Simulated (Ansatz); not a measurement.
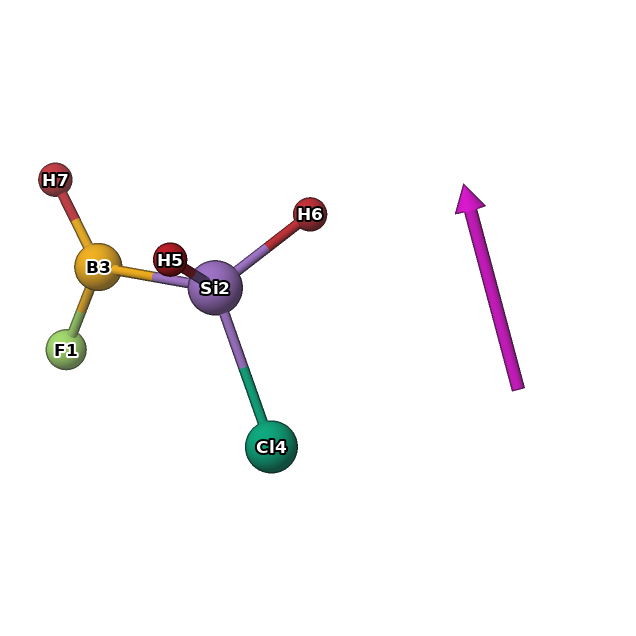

The arrow beside the molecule shows the direction of the dipole moment, from the negative to the positive end (its length means nothing). The computed structure is the end point of a PBE0-D4/def2-TZVP optimisation. No frequency run is at hand to confirm it as a minimum. Method: RKS PBE0-D4/def2-TZVP (Ansatz 0.2.0).

### How large is the dipole moment?

1.72 D; it points from the side of Cl4 to the side of H7 (the outermost atoms at the two ends).
